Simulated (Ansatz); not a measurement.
**Profile along the Ge–Ge line in Ge (diamond)**

Ge (diamond), conventional cell a = 5.762 Å, b = 5.762 Å, c = 5.762 Å, α = 90.00°, β = 90.00°, γ = 90.00°. The calculation uses the primitive cell of 2 atoms, to which meshes and values per cell refer.

Fields along a shortest Ge–Ge line of a {110} plane (2.50 Å), from Ge to Ge, interpolated on the slice's grid (step about 0.2 Å). Computed with PBE (plane waves to 420 eV, PAW, scalar-relativistic; Ansatz, a program for electronic structure). k mesh 14×14×14. Near the nuclei the fields are pseudised (PAW); where an atom keeps semicore shells as valence, they peak there. Ge was relaxed with its symmetry unable to fall. The PAW data are Ansatz's earlier set.

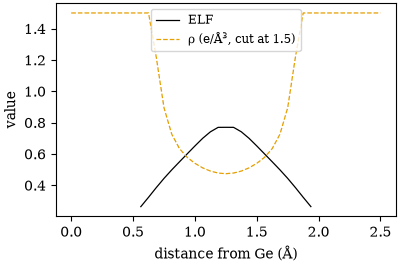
Figure: ELF (away from the nuclei) and valence density from Ge to Ge.

Density on the Ge–Ge line (2.50 Å) at its midpoint: 0.47 e/Å³. ELF at that point: 0.8. ELF maximum in the middle third of the Ge–Ge line: 0.77, 1.2 Å from Ge.
